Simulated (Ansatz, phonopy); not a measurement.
# Grüneisen parameters and expansion of Rh (Rhodium, Fm-3m), part 3 of 3

Aim: how the vibrations of Rhodium shift with volume, and the expansion that follows.

Ansatz 0.2.0; DFT PBEsol, scalar-relativistic, plane waves, PAW.

So far. Step 11 (Phonons, V/V0 1.03): No mode is imaginary beyond numerical noise at the solved wavevectors. Step 12 (A cell at another volume, V/V0 0.97): The run ends at a pressure of 9.75 GPa.

The database entry behind the starting cell differs from later determinations by our own check (an axis about 0.2 % short against later determinations), so it need not match the best structure at ambient conditions.

## Step 13: Lattice dynamics at this volume, V/V0 0.97

Phonons at this volume give one point of F(V, T); meshes stay fixed along the series.

Input file input.yaml:

```yaml
crystal:
  lattice:
    - [0.0, 1.8707077676, 1.8707077676]
    - [1.8707077676, 0.0, 1.8707077676]
    - [1.8707077676, 1.8707077676, 0.0]
  atoms:
    - { symbol: Rh, position: [0.0, 0.0, 0.0] }
kpoints:
  mp_grid: { grid: [20, 20, 20] }
hamiltonian:
  xc: pbesol
scf:
  occupations: { method: methfessel_paxton, width: 0.2 }
output:
  eigenvalues: true
phonons:
  method: dfpt
  qmesh: [4, 4, 4]
  temperatures: { t_max: 1000, t_step: 50 }
  qpath:
    path:
      - [[0.0, 0.0, 0.0], [0.5, 0.0, 0.5], [0.625, 0.25, 0.625]]
      - [[0.375, 0.375, 0.75], [0.0, 0.0, 0.0], [0.5, 0.5, 0.5], [0.5, 0.25, 0.75], [0.5, 0.0, 0.5]]
    npoints: 10
```

Launch:

```
> ansatz run input.yaml --threads 4 --pin off --max-ram 8192MiB --backend cpu --events-out ev --progress --plain --runs-dir out
```

Numbers of over 12 decimals in the logs are rounded to 6 here.

The log of the run:

```text
[...]
Crystal: 1 atoms, lattice volume = 13.093 Å³
Basis set: ecut = 420 eV, 259 PW (Γ), exchange–correlation on 36×36×36 points (8 copies of the dense FFT grid, shifted against one another)
Bands: 13, of which v1, the nominal top of the filled ones, is band 9 counted from 1 (8 counted from 0)
Symmetry: 48 space group operations
k-points: 256 of 8000
[...]
k-point 255: bands = [... 5 lower, 19.5658, 19.5658, 22.3688, 24.7729, 33.6147, 33.6147, 35.2938, 36.7801]
[...]
ASR residual: 1.549e-4 → 0.000e0 eV/Å²; symmetrization residual: 1.516e-12 eV/Å²
  ASR residual per site (eV/Å²): 1.55e-4
  Γ frequencies (cm⁻¹): 0.00 0.00 0.00
--- Phonons (arbitrary-q DFPT): 8 irreducible q on the 4×4×4 mesh ---
[...]
interpolated dispersion: 62 rows × 3 modes
[...]
[key lines of the parts left out:]
SCF converged after 7 iterations
Free energy (F): -6338.734337 eV
Fermi energy:    23.686406 eV
```

The job ended after 2.4 min (4 threads of Arm Neoverse V1, shared host; peak memory 3.5 GiB).

No mode is imaginary beyond numerical noise at the solved wavevectors.

## Step 14: Single point at a scaled cell, V/V0 1.05

Symmetry fixes every atom, so a single point at the scaled cell gives the energy and pressure of this member.

The cell differs from the one that the last finished run ended in (a 2.646 → 2.716 Å, b 2.646 → 2.716 Å, c 2.646 → 2.716 Å).

input.yaml, the sections that differ from step 13:

```yaml
crystal:
  lattice:
    - [0.0, 1.9207837422, 1.9207837422]
    - [1.9207837422, 0.0, 1.9207837422]
    - [1.9207837422, 1.9207837422, 0.0]
  atoms:
    - { symbol: Rh, position: [0.0, 0.0, 0.0] }
output:
  forces: true
  stress: true
  eigenvalues: true
# kpoints, hamiltonian, scf: as in step 13
# phonons: removed
```

The log of the run:

```text
[...]
Crystal: 1 atoms, lattice volume = 14.173 Å³
Basis set: ecut = 420 eV, 283 PW (Γ), exchange–correlation on 40×40×40 points (8 copies of the dense FFT grid, shifted against one another)
Bands: 13, of which v1, the nominal top of the filled ones, is band 9 counted from 1 (8 counted from 0)
Symmetry: 48 space group operations
[...]
k-points: 256 of 8000
[...]
--- Band table (eV; the first three rows and the last of 256) ---
  k-point 0: bands = [... 5 lower, 18.4243, 18.4243, 18.4243, 20.4389, 20.4389, 37.1403, 42.3056, 42.3056]
  k-point 1: bands = [... 5 lower, 18.3811, 18.4628, 18.4628, 20.4175, 20.4175, 37.2781, 41.7646, 42.4446]
  k-point 2: bands = [... 5 lower, 18.2683, 18.5663, 18.5663, 20.3679, 20.3679, 37.6537, 40.5674, 42.8518]
  k-point 255: bands = [... 5 lower, 17.7185, 17.7185, 20.2393, 22.3239, 30.7162, 30.7162, 32.2370, 33.7092]
[key lines of the parts left out:]
SCF converged after 5 iterations
Free energy (F): -6338.718043 eV
Fermi energy:    21.383603 eV
P = ⅓ Tr σ = -12.7490 GPa (-127.490 kbar)
```

The job ended after 0.88 s (4 threads; peak memory 0.31 GiB).

The run ends at a pressure of -12.75 GPa.

## Step 15: Lattice dynamics at this volume, V/V0 1.05

Phonons at this volume give one point of F(V, T); meshes stay fixed along the series.

input.yaml, the sections that differ from step 14:

```yaml
output:
  eigenvalues: true
phonons:
  method: dfpt
  qmesh: [4, 4, 4]
  temperatures: { t_max: 1000, t_step: 50 }
  qpath:
    path:
      - [[0.0, 0.0, 0.0], [0.5, 0.0, 0.5], [0.625, 0.25, 0.625]]
      - [[0.375, 0.375, 0.75], [0.0, 0.0, 0.0], [0.5, 0.5, 0.5], [0.5, 0.25, 0.75], [0.5, 0.0, 0.5]]
    npoints: 10
# crystal, kpoints, hamiltonian, scf: as in step 14
```

The log of the run:

```text
[...]
Crystal: 1 atoms, lattice volume = 14.173 Å³
Basis set: ecut = 420 eV, 283 PW (Γ), exchange–correlation on 40×40×40 points (8 copies of the dense FFT grid, shifted against one another)
Bands: 13, of which v1, the nominal top of the filled ones, is band 9 counted from 1 (8 counted from 0)
Symmetry: 48 space group operations
k-points: 256 of 8000
[...]
k-point 255: bands = [... 5 lower, 17.7185, 17.7185, 20.2392, 22.3238, 30.7161, 30.7161, 32.2370, 33.7091]
[...]
ASR residual: 1.995e-4 → 0.000e0 eV/Å²; symmetrization residual: 1.667e-12 eV/Å²
  ASR residual per site (eV/Å²): 1.99e-4
  Γ frequencies (cm⁻¹): 0.00 0.00 0.00
--- Phonons (arbitrary-q DFPT): 8 irreducible q on the 4×4×4 mesh ---
[...]
interpolated dispersion: 62 rows × 3 modes
[...]
[key lines of the parts left out:]
SCF converged after 7 iterations
Free energy (F): -6338.718043 eV
Fermi energy:    21.383508 eV
```

It took 2.6 min on 4 threads; peak memory 3.6 GiB.

No LO-TO term. The phonon branches at the labelled points (cm⁻¹):

```tsv
point	branch 1	branch 2	branch 3
Γ	0	0	0
X	173	173	208
U	162	179	189
jump to K	162	179	189
Γ	0	0	0
L	132	132	217
W	169	181	181
X	173	173	208
```

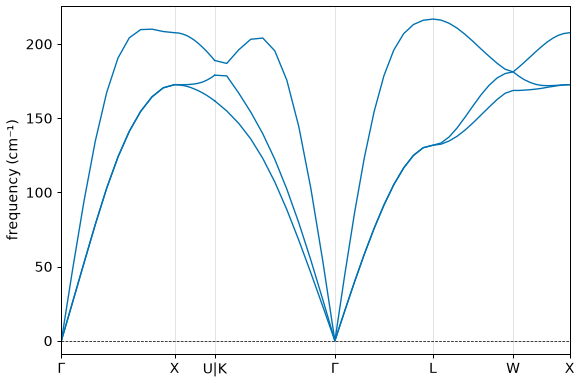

Phonon branches along the path.

No mode is imaginary beyond numerical noise at the solved wavevectors.

## Step 16: Mode Grüneisen parameters

This step: DFT PBEsol, scalar-relativistic, plane waves, PAW (phonopy 4.10.0).

This step gave:

| Item | Value |
| --- | --- |
| share of modes with a negative Grüneisen parameter | 0 |

Mean Grüneisen, by row:

```tsv
T (K)	heat-capacity-weighted mean	root mean square
50	2.156	2.173
100	2.261	2.28
200	2.299	2.317
300	2.307	2.325
500	2.311	2.329
800	2.313	2.331
```

Mean mode Grueneisen parameter against wavenumber:

```tsv
wavenumber (cm⁻¹)	mean mode Grueneisen parameter
4.2	-
20.8	1.82
37.5	2.02
62.5	2
79.1	1.99
95.8	1.99
112.5	2.04
137.5	2.02
154.1	2.08
170.8	2.23
187.4	2.36
212.4	2.52
229.1	2.59
245.7	2.71
```

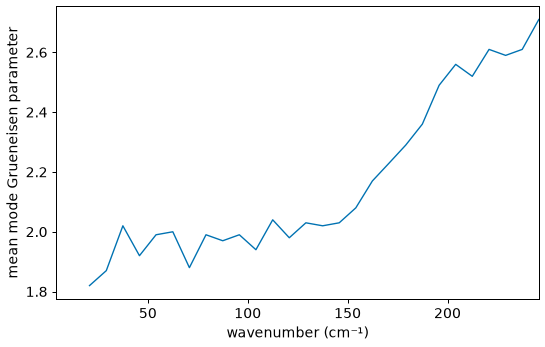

Mean mode Grueneisen parameter against wavenumber.

Volume series, by row:

```tsv
V/V0	V (Å³/atom)	pressure (GPa)	E - E0 (meV/atom)	gap (eV)	zero-point energy (meV/atom)	lowest on the path (cm⁻¹)	highest at Gamma without the LO-TO term (cm⁻¹)
0.97	13.09	9.749	11.99	0	35.8	0	-
0.985	13.3	4.652	2.918	0	34.57	0	-
1	13.5	0	0	0	33.37	0	-
1.015	13.7	-4.244	2.701	0	32.2	0	-
1.03	13.9	-8.116	10.52	0	31.06	0	-
1.05	14.17	-12.75	28.15	0	29.57	0	-
```

Grüneisen at points, by row:

```tsv
point	branch	frequency (cm⁻¹)	mode Grüneisen parameter
X	1	192.6	2.17
X	3	239.6	2.77
U	1	179.5	2.07
U	2	204.7	2.6
U	3	218.2	2.78
K	1	179.5	2.07
K	2	204.7	2.6
K	3	218.2	2.78
L	1	144.5	1.83
L	3	249.9	2.75
W	1	189.7	2.31
W	2	207.9	2.67
```

## Step 17: Quasi-harmonic fit by phonopy

Numbers from this step:

| Item | Value |
| --- | --- |
| volume expansion coefficient at 300 K | 23.61 1e-6/K |
| isothermal bulk modulus at 300 K | 283.1 GPa |
| C_P at 300 K | 23.85 J/mol-atom/K |
| Grüneisen parameter at 300 K | 2.337 |

Energy (each curve on its own zero) against volume; values in meV/atom:

```tsv
volume (Å³/atom)	static	F at 0 K	F at 300 K	F at 1300 K
13.093	12.0	15.0	19.3	41.9
13.296	2.92	4.73	7.41	21.3
13.498	0	0.61	1.63	6.74
13.701	2.7	2.14	1.45	-2.33
13.903	10.5	8.82	6.37	-6.41
14.173	28.1	25.0	20.1	-4.9
```

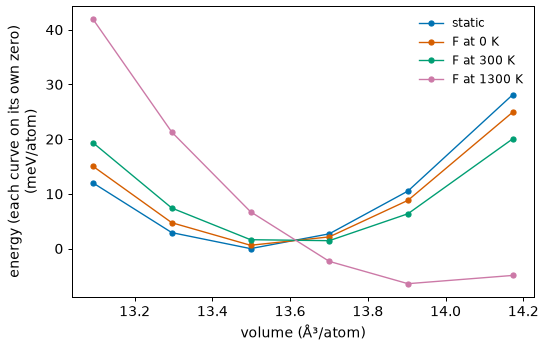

Energy (each curve on its own zero), plotted against volume.

Phonopy-qha, vinet fit of F(V) at each temperature; no electronic free energy. Qha vinet, by row:

```tsv
T (K)	fitted volume (Å³/atom)	alpha_V (1e-6/K)	B_T (GPa)	C_P (J/mol-atom/K)	Grueneisen
100	13.55	14.01	291.2	14.8	2.238
150	13.56	19	289.3	19.7	2.294
200	13.57	21.41	287.3	21.95	2.316
250	13.59	22.75	285.2	23.14	2.328
300	13.61	23.61	283.1	23.85	2.337
350	13.62	24.24	281	24.32	2.344
400	13.64	24.73	278.9	24.67	2.351
450	13.66	25.14	276.7	24.93	2.357
500	13.67	25.51	274.5	25.14	2.363
550	13.69	25.85	272.3	25.33	2.369
600	13.71	26.17	270.1	25.49	2.375
650	13.73	26.49	267.8	25.64	2.381
700	13.74	26.79	265.6	25.78	2.387
750	13.76	27.1	263.3	25.91	2.393
800	13.78	27.4	261	26.04	2.4
850	13.8	27.71	258.7	26.17	2.406
900	13.82	28.02	256.4	26.29	2.412
950	13.84	28.33	254	26.42	2.419
1000	13.86	28.65	251.7	26.54	2.425
1050	13.88	28.98	249.3	26.67	2.432
1100	13.9	29.31	246.9	26.79	2.439
1150	13.92	29.65	244.5	26.92	2.446
1200	13.94	30	242.1	27.05	2.453
1250	13.96	30.36	239.6	27.19	2.46
```

Volume expansion coefficient, phonopy-qha, Vinet against temperature:

```tsv
temperature (K)	volume expansion coefficient, phonopy-qha, Vinet (1e-6/K)
75	9.73
150	19
225	22.2
275	23.2
350	24.2
425	24.9
500	25.5
575	26.0
650	26.5
700	26.8
775	27.2
850	27.7
925	28.2
1000	28.6
1075	29.1
1125	29.5
1200	30
1275	30.5
```

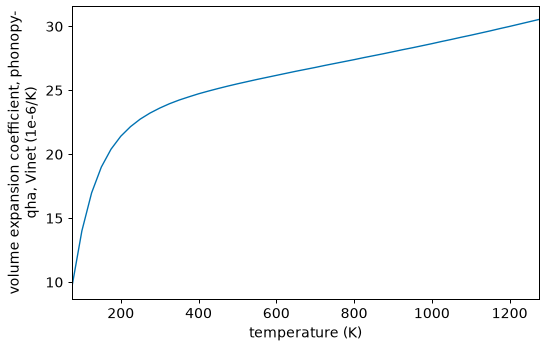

Volume expansion coefficient, phonopy-qha, Vinet against temperature.

The fit gives a volume expansion of 23.6 × 10⁻⁶/K at 300 K.

## Step 18: Summary of results

- volume expansion coefficient at 300 K: 23.61 1e-6/K
- isothermal bulk modulus at 300 K: 283.1 GPa
- C_P at 300 K: 23.85 J/mol-atom/K
- Grüneisen parameter at 300 K: 2.337
- mean mode Grüneisen parameter at 300 K: 2.31

**Reading.** Near room temperature Rhodium expands by 23.6 × 10⁻⁶/K in volume by PBEsol, with C_P = 23.9 J/(mol K) per mole of atoms and B_T = 283 GPa. The q-mesh is coarse, and the expansion can converge slowly with it. C_P at room temperature is 96 % of the classical 3R an atom. The fit leaves out the electrons' free energy, which adds to C_P and to the expansion of a metal at high temperature. The heat-capacity-weighted Grüneisen parameter goes from 2.16 at 50 K to 2.31 at 800 K. Weighting γ by the density of states and each mode's heat capacity at 300 K, modes below 80 cm⁻¹ give about 2 % of the sum of γC that drives the expansion, those up to 170 cm⁻¹ 36 % and the rest 62 %. Among the labelled points γ is largest for branch 3 at U (218 cm⁻¹, 2.8) and smallest for branch 1 at L (144 cm⁻¹, 1.8). The PAW files were made for PBE and are used here under another functional, for which the program regenerates the frozen cores.

[Logs are printed without paths, hosts, clocks, repeated set-up lines and the standing remarks that a program may print on its own settings, such as how far it seeks lower states.]

[Hosts, paths, dates, database ids (printed as entryN), source tags and the programs' standing remarks are cut or masked in the printed files.]

[A step with changed settings may run another functional than the one named; its input shows which.]

[Of the runs on displaced cells, only some may be shown.]
